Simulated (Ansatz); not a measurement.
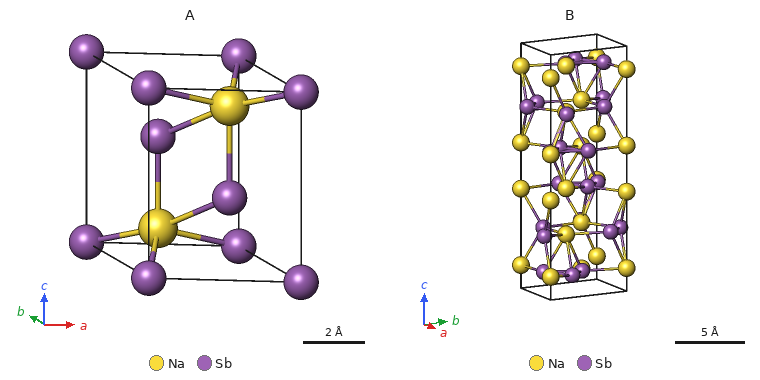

Two structures of Na2Sb3, each relaxed to rest (conventional cells in solid outline, small ones repeated, not to one scale). Method: DFT PBE, scalar-relativistic, plane waves, PAW in Ansatz 0.2.0, without spin polarisation.

> Give the type and space group of each.

A: 5 atoms a cell on a primitive hexagonal lattice, P-3m1. B: 30 atoms a cell on a rhombohedral (trigonal R) lattice, R-3c.

> What is the energy order of the two?

A is lower, by 77 meV/atom at this level of theory (energies at zero smearing). Volumes: A 28.3, B 33.2 Å³/atom.

One or both may be structure types tried for this composition rather than known phases.
